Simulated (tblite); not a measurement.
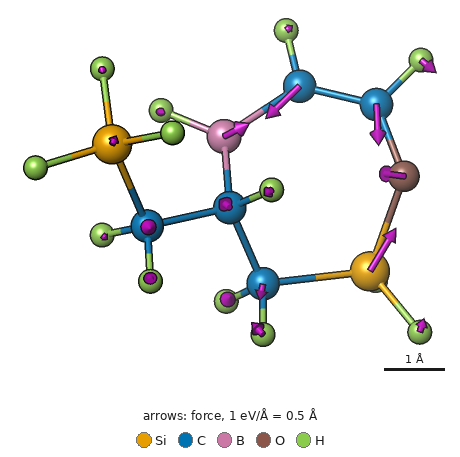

Starting geometry of C5H13BOSi2 with the computed forces as purple arrows. A ball-and-stick model, seen at a tilt.

These are results of GFN2-xTB geometry optimisation, gas phase (tblite 0.8.0), not measurements. 

> Is this structure relaxed? If not, where do the atoms go?

It isn't relaxed: the largest force vector, on a Si atom, is 1.72 eV/Å. The final displacements follow the starting forces only in part (cosine between the two patterns 0.32). Over 65 geometry steps the energy falls by 12.1 kcal/mol. The largest move after the best rigid fit is that of an H atom, 0.40 Å. Largest moves by element: H 0.40 Å, O 0.32 Å, C 0.17 Å, Si 0.06 Å, B 0.04 Å. Some distances before and after: O–Si 1.743 → 1.635 Å, C–O 1.404 → 1.336 Å, B–C 1.585 → 1.535 Å, B–C 1.615 → 1.586 Å. Bond angles that change, for instance: O–Si–H 109.4° → 97.9°, C–O–Si 124.5° → 134.6°, O–C–H 117.5° → 111.3°. Groups turn about O–Si by about 25°, B–C by about 20°.
